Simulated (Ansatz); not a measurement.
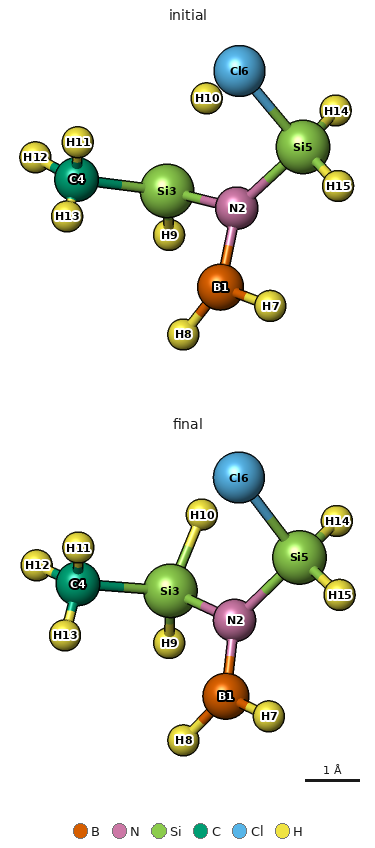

The structure of CH₉BClNSi₂ before (top) and after (bottom) a relaxation, at one scale.

Style: ball-and-stick. Shown from a free direction.

Method: RKS B3LYP5/def2-SVP (Ansatz 0.2.0).

Input
```yaml
crystal:
  periodic: [false, false, false]
  atoms:
    - {symbol: B, position_ang: [-1.184155, -1.484260, -0.159937]}
    - {symbol: N, position_ang: [-0.530576, -0.291093, 0.562014]}
    - {symbol: Si, position_ang: [1.155018, -0.381980, -0.070854]}
    - {symbol: C, position_ang: [1.260863, 0.218161, -1.842180]}
    - {symbol: Si, position_ang: [-1.389120, 0.993628, 1.597649]}
    - {symbol: Cl, position_ang: [-1.063190, 2.643270, 0.554859]}
    - {symbol: H, position_ang: [-2.457519, -1.517328, 0.251736]}
    - {symbol: H, position_ang: [-0.779749, -2.428164, -0.795005]}
    - {symbol: H, position_ang: [1.840327, -1.568645, 0.222301]}
    - {symbol: H, position_ang: [1.761843, 0.990915, 1.123069]}
    - {symbol: H, position_ang: [0.810357, 1.149901, -1.974543]}
    - {symbol: H, position_ang: [2.419668, 0.328124, -2.128369]}
    - {symbol: H, position_ang: [0.899126, -0.306619, -2.243524]}
    - {symbol: H, position_ang: [-0.297619, 1.072816, 2.796598]}
    - {symbol: H, position_ang: [-2.637619, 0.618187, 1.697565]}
basis:
  gaussian: {orbitals: def2-SVP}
hamiltonian: {xc: {name: B3LYP5}}
relax: {f_tol: 0.0001, max_steps: 2}
output: {forces: true}
```

Command:
```bash
ansatz run in.yaml --threads 4 --pin off --events-out ev --progress --plain --max-ram 11315MiB
```

Summarise the run.

Answer. The relaxation stopped without meeting its thresholds, so the last structure isn't shown to be converged. The input was poor on purpose: steps. The largest move after the best rigid fit is that of H13, 0.19 Å. Largest moves by element: H 0.19 Å, Si 0.18 Å, C 0.11 Å, B 0.10 Å, N 0.07 Å, Cl 0.06 Å. Near-neighbour distances that change, for instance: Si3–H10 1.918 → 1.587 Å, C4–H13 0.753 → 1.044 Å, Si5–H15 1.308 → 1.404 Å, Si5–H14 1.623 → 1.533 Å. New bonds form, among them: Si3–H10 (1.92 → 1.59 Å). Among the angles between lasting bonds that change: B1–N2–Si3 101.1° → 113.8°, Si3–N2–Si5 131.4° → 120.8°, N2–Si5–H14 97.7° → 105.8°. The energy falls by 669.7 kJ/mol in 1 geometry step. Largest force component: 24 eV/Å at the start, 3 eV/Å at the end. Cost: 6.5 s on 4 threads of Arm Neoverse V2, with other jobs on the host.
